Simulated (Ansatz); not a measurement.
## Geometry relaxation, with input and output: C₂H₇FN₂Si (part 2 of 2)

C₂H₇FN₂Si, SMILES CC1(F)N[SiH]1N; RKS BLYP-D4/6-31G* (Ansatz 0.2.0). It belongs to a series of runs on one base structure; here: end point B relaxed.

Geometry of the input (Å):
```
C  0.4873  -1.8713  0.7745
C  0.5543  -0.3889  0.4067
F  1.3063  0.3878  1.2464
N  0.6696  0.0097  -0.9808
Si -0.9008  0.4648  -0.3795
N  -0.7340  2.1329  -0.6988
H  1.4642  -2.2670  0.8461
H  -0.0862  -2.3965  0.0218
H  -0.0454  -1.9210  1.7789
H  1.1290  0.8586  -1.0761
H  -1.8800  -0.2010  -1.2265
H  -1.0761  2.3406  -1.6078
H  0.2196  2.3901  -0.7492
```

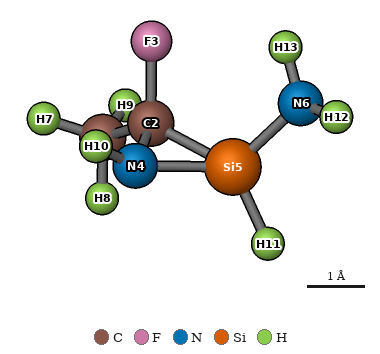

Fig. 1: The geometry at step 10 of the log (ball-and-stick view, seen at a tilt; atoms are numbered from 1 in the order of the input).

## Trajectory as extended XYZ, continued
```
13
Properties=species:S:1:pos:R:3:forces:R:3 step=4 energy=-15759.42340
C     0.4762   -1.8273    0.8634    0.0390   0.1232   0.0511
C     0.4676   -0.3900    0.3648    0.3922  -0.5048   0.1439
F     1.3180    0.4206    1.1740   -0.4250  -0.0798  -0.1888
N     0.7901   -0.2803   -1.1046   -0.0149   0.2611   0.0142
Si   -0.7953    0.4528   -0.7043    0.0570   0.1448  -0.2330
N    -0.8994    2.1923   -0.6441    0.2069   0.2116  -0.1489
H     1.5128   -2.2137    0.8904   -0.0246   0.0688   0.0183
H    -0.0971   -2.4561    0.1638   -0.0157   0.0238   0.0582
H     0.0279   -1.9094    1.8649    0.0114   0.0023   0.0687
H     1.5153    0.4469   -1.2230    0.1444  -0.3143  -0.1713
H    -2.0071   -0.1306   -1.3568    0.0553   0.0547   0.1165
H    -1.2058    2.6061   -1.5340   -0.0851   0.0349   0.1427
H     0.0046    2.6277   -0.3989   -0.3410  -0.0263   0.1286
13
Properties=species:S:1:pos:R:3:forces:R:3 step=5 energy=-15759.54757
C     0.4764   -1.8249    0.8884    0.0848   0.1274  -0.1652
C     0.4587   -0.4204    0.3058   -0.0864  -0.2132   0.0746
F     1.2429    0.4512    1.1182   -0.0499  -0.0410  -0.1554
N     0.8098   -0.3328   -1.1745    0.3035   0.4437   0.2692
Si   -0.7385    0.4613   -0.8039   -0.2113   0.1269   0.0956
N    -0.9205    2.1884   -0.6251    0.4255   0.3402  -0.1653
H     1.5188   -2.1921    0.9201   -0.0119  -0.0412   0.0458
H    -0.1039   -2.4915    0.2296    0.0347   0.0020   0.0806
H     0.0459   -1.8625    1.9039    0.0302   0.0955  -0.0605
H     1.6265    0.2999   -1.2975   -0.1411  -0.4756  -0.1370
H    -1.9872   -0.1080   -1.3845    0.0911   0.0292  -0.0983
H    -1.2384    2.6917   -1.4676   -0.0019  -0.1378   0.2596
H    -0.0827    2.6784   -0.2572   -0.4673  -0.2560  -0.0437
13
Properties=species:S:1:pos:R:3:forces:R:3 step=6 energy=-15759.61062
C     0.4888   -1.8105    0.9017   -0.1842   0.1188   0.0881
C     0.4331   -0.4276    0.2759    0.3048  -0.3533  -0.2510
F     1.2327    0.4725    1.0462   -0.0525   0.0243   0.0200
N     0.7946   -0.3843   -1.2001    0.4081   0.7216   0.2055
Si   -0.7241    0.4731   -0.8595   -0.1409   0.1435   0.0568
N    -0.9413    2.1868   -0.6008    0.5394   0.4421  -0.0167
H     1.5328   -2.1700    0.9492    0.0138   0.0435  -0.0139
H    -0.0951   -2.5193    0.2898    0.0488   0.0747   0.0772
H     0.0706   -1.7936    1.9247    0.0438  -0.0193  -0.0729
H     1.6936    0.1296   -1.3601   -0.5206  -0.5299  -0.0098
H    -1.9522   -0.0696   -1.4998    0.0474   0.0302  -0.0855
H    -1.2504    2.7571   -1.4037    0.0377  -0.2361   0.2679
H    -0.1752    2.6947   -0.1078   -0.5456  -0.4600  -0.2657
13
Properties=species:S:1:pos:R:3:forces:R:3 step=7 energy=-15759.65484
C     0.4874   -1.7893    0.9205   -0.0406   0.0630   0.0075
C     0.4501   -0.4347    0.2359   -0.0310  -0.2529  -0.2283
F     1.2332    0.4902    0.9981    0.0295   0.0337   0.0294
N     0.7899   -0.4001   -1.2318    0.4650   0.6460   0.2825
Si   -0.7210    0.4710   -0.8904   -0.0464   0.0984  -0.0002
N    -0.9538    2.1696   -0.5654    0.4561   0.3700   0.0316
H     1.5301   -2.1515    0.9752    0.0126  -0.0231   0.0082
H    -0.1081   -2.5209    0.3478    0.0631   0.0895   0.0513
H     0.0817   -1.7269    1.9475    0.0412   0.0263  -0.1163
H     1.7242    0.0291   -1.4312   -0.5866  -0.4482   0.0435
H    -1.9163   -0.0404   -1.6184    0.0525   0.0456   0.0019
H    -1.2546    2.7820   -1.3373    0.0456  -0.2076   0.2197
H    -0.2350    2.6607    0.0051   -0.4611  -0.4408  -0.3306
13
Properties=species:S:1:pos:R:3:forces:R:3 step=8 energy=-15759.69282
C     0.5189   -1.7861    0.9123   -0.0584   0.0933   0.1937
C     0.4433   -0.4427    0.2205   -0.1510   0.1155   0.5304
F     1.1356    0.5507    1.0577    0.0319  -0.3251  -0.2238
N     0.7767   -0.3737   -1.1788    0.3458   0.6293  -0.5419
Si   -0.7335    0.4941   -0.8847   -0.0397  -0.1984  -0.2640
N    -0.9603    2.1830   -0.5723    0.2175  -0.0383   0.1352
H     1.5597   -2.1540    0.9552    0.0577   0.0559  -0.0047
H    -0.0825   -2.5228    0.3614   -0.0195  -0.0206  -0.0316
H     0.1301   -1.7092    1.9392    0.0141  -0.0398   0.0464
H     1.7431   -0.1605   -1.4919   -0.3735  -0.2032   0.1660
H    -1.9029    0.0190   -1.6775    0.0663  -0.0207   0.0139
H    -1.2628    2.8173   -1.3136   -0.0202  -0.0505  -0.0023
H    -0.2574    2.6238    0.0285   -0.0711   0.0029  -0.0174
13
Properties=species:S:1:pos:R:3:forces:R:3 step=9 energy=-15759.71600
C     0.5085   -1.7668    0.9300   -0.0284  -0.0346  -0.1424
C     0.4167   -0.4392    0.2078    0.2131   0.1894   0.2879
F     1.1671    0.5247    1.0194   -0.1289  -0.0884  -0.1213
N     0.7573   -0.3457   -1.2056    0.7331  -0.0159  -0.2149
Si   -0.7357    0.4900   -0.9267   -0.2678  -0.2733  -0.0302
N    -0.9473    2.1513   -0.5567    0.0110   0.4262   0.0511
H     1.5593   -2.1096    0.9690   -0.0005   0.0182   0.0008
H    -0.0848   -2.5211    0.3922   -0.0017  -0.0548   0.0227
H     0.1317   -1.6820    1.9612   -0.0149   0.0273  -0.0144
H     1.7344   -0.1638   -1.5063   -0.4442  -0.1796   0.1422
H    -1.8917    0.0173   -1.7370    0.0066   0.0365   0.0040
H    -1.2413    2.8147   -1.2767   -0.0130  -0.0165   0.0683
H    -0.2665    2.5689    0.0850   -0.0644  -0.0344  -0.0538
13
Properties=species:S:1:pos:R:3:forces:R:3 step=10 energy=-15759.72831
C     0.5076   -1.7670    0.9252    0.0017   0.0137   0.0058
C     0.4241   -0.4356    0.2097    0.0938   0.0602   0.0408
F     1.1697    0.5274    1.0117   -0.0570  -0.0708  -0.0276
N     0.7671   -0.3585   -1.2067    0.2449   0.0985  -0.0764
Si   -0.7344    0.4874   -0.9269   -0.0290  -0.0196  -0.0149
N    -0.9494    2.1616   -0.5537    0.0152   0.0338  -0.0162
H     1.5610   -2.1007    0.9759   -0.0060  -0.0059   0.0099
H    -0.0765   -2.5309    0.3899    0.0044   0.0180  -0.0087
H     0.1213   -1.6767    1.9526   -0.0001  -0.0156   0.0107
H     1.7427   -0.2000   -1.5053   -0.2510  -0.0884   0.0672
H    -1.8907    0.0236   -1.7412    0.0098   0.0184   0.0051
H    -1.2624    2.8265   -1.2635    0.0017  -0.0233   0.0416
H    -0.2722    2.5817    0.0881   -0.0284  -0.0191  -0.0373
13
Properties=species:S:1:pos:R:3:forces:R:3 step=11 energy=-15759.73226
C     0.5036   -1.7630    0.9218    0.0232  -0.0037   0.0380
C     0.4526   -0.4205    0.2216   -0.0222   0.0374  -0.0106
F     1.2101    0.5242    1.0311   -0.0879  -0.1067  -0.0657
N     0.7839   -0.3404   -1.1954    0.0869   0.0387   0.0164
Si   -0.7166    0.4944   -0.9187    0.0144  -0.0323   0.0435
N    -0.9515    2.1658   -0.5592   -0.0103   0.0109  -0.0181
H     1.5501   -2.1162    0.9893   -0.0146  -0.0003   0.0133
H    -0.0814   -2.5084    0.3609    0.0162   0.0231  -0.0058
H     0.0942   -1.6906    1.9432    0.0317   0.0181  -0.0241
H     1.7526   -0.2650   -1.5264   -0.0606  -0.0168   0.0033
H    -1.8744    0.0281   -1.7304    0.0091   0.0032   0.0062
H    -1.3335    2.8134   -1.2485    0.0045   0.0158   0.0060
H    -0.2819    2.6169    0.0663    0.0096   0.0126  -0.0025
13
Properties=species:S:1:pos:R:3:forces:R:3 step=12 energy=-15759.73362
C     0.5091   -1.7665    0.9228   -0.0344  -0.0347  -0.0220
C     0.4467   -0.4258    0.2204   -0.0318  -0.0289   0.0137
F     1.1895    0.5128    1.0388    0.0352   0.0581   0.0135
N     0.7816   -0.3363   -1.1931    0.0071   0.0339   0.0111
Si   -0.7195    0.4973   -0.9156    0.0132  -0.0146  -0.0120
N    -0.9489    2.1724   -0.5626    0.0071  -0.0106  -0.0034
H     1.5575   -2.1128    0.9956   -0.0034   0.0161  -0.0135
H    -0.0689   -2.5144    0.3587    0.0084  -0.0144   0.0241
H     0.1004   -1.6930    1.9438    0.0010   0.0041  -0.0218
H     1.7481   -0.2760   -1.5294   -0.0080  -0.0045  -0.0010
H    -1.8753    0.0357   -1.7325   -0.0002   0.0021   0.0082
H    -1.3373    2.8203   -1.2486    0.0062  -0.0117   0.0086
H    -0.2752    2.6253    0.0575   -0.0006   0.0052  -0.0056
13
Properties=species:S:1:pos:R:3:forces:R:3 step=13 energy=-15759.73394
C     0.5079   -1.7683    0.9195    0.0079   0.0036  -0.0028
C     0.4453   -0.4244    0.2239    0.0196   0.0378  -0.0256
F     1.1857    0.5166    1.0486   -0.0086  -0.0183   0.0154
N     0.7871   -0.3229   -1.1853   -0.0213  -0.0194  -0.0176
Si   -0.7181    0.4989   -0.9141    0.0404   0.0143   0.0222
N    -0.9486    2.1739   -0.5616   -0.0104  -0.0094  -0.0240
H     1.5576   -2.1096    0.9914    0.0016   0.0021   0.0061
H    -0.0655   -2.5187    0.3552   -0.0087  -0.0056  -0.0059
H     0.0969   -1.6973    1.9388    0.0051  -0.0058   0.0086
H     1.7510   -0.2951   -1.5340   -0.0222   0.0073   0.0224
H    -1.8759    0.0358   -1.7262   -0.0054  -0.0006  -0.0051
H    -1.3468    2.8162   -1.2469   -0.0033   0.0002   0.0033
H    -0.2688    2.6337    0.0464    0.0053  -0.0062   0.0030
13
Properties=species:S:1:pos:R:3:forces:R:3 step=14 energy=-15759.73418
C     0.5076   -1.7697    0.9186    0.0004  -0.0028   0.0016
C     0.4439   -0.4243    0.2247    0.0133  -0.0169   0.0183
F     1.1842    0.5142    1.0507    0.0011   0.0011  -0.0017
N     0.7856   -0.3258   -1.1859    0.0045  -0.0028   0.0040
Si   -0.7175    0.4989   -0.9120   -0.0150   0.0172  -0.0141
N    -0.9466    2.1746   -0.5655    0.0029  -0.0079  -0.0029
H     1.5573   -2.1123    0.9866   -0.0032   0.0036  -0.0019
H    -0.0695   -2.5184    0.3551    0.0012  -0.0008   0.0007
H     0.1014   -1.7008    1.9403    0.0011   0.0003  -0.0022
H     1.7518   -0.2821   -1.5247   -0.0050   0.0010  -0.0024
H    -1.8774    0.0349   -1.7213   -0.0001  -0.0016  -0.0030
H    -1.3494    2.8150   -1.2497    0.0014   0.0012   0.0032
H    -0.2636    2.6346    0.0389   -0.0026   0.0085   0.0006
13
Properties=species:S:1:pos:R:3:forces:R:3 step=15 energy=-15759.73423
C     0.5079   -1.7704    0.9190    0.0008   0.0004   0.0014
C     0.4440   -0.4248    0.2255    0.0024  -0.0055   0.0034
F     1.1852    0.5132    1.0512    0.0009   0.0007   0.0010
N     0.7849   -0.3261   -1.1850    0.0010  -0.0010   0.0008
Si   -0.7175    0.4998   -0.9119   -0.0049   0.0050  -0.0054
N    -0.9464    2.1757   -0.5664    0.0046  -0.0010   0.0004
H     1.5580   -2.1115    0.9868   -0.0009  -0.0002  -0.0003
H    -0.0682   -2.5196    0.3552    0.0002   0.0008   0.0008
H     0.1017   -1.7020    1.9407    0.0006  -0.0006  -0.0014
H     1.7504   -0.2848   -1.5258   -0.0003   0.0009  -0.0002
H    -1.8764    0.0360   -1.7229   -0.0010   0.0007  -0.0003
H    -1.3499    2.8160   -1.2503   -0.0007  -0.0013   0.0009
H    -0.2659    2.6373    0.0396   -0.0027   0.0010  -0.0011
```
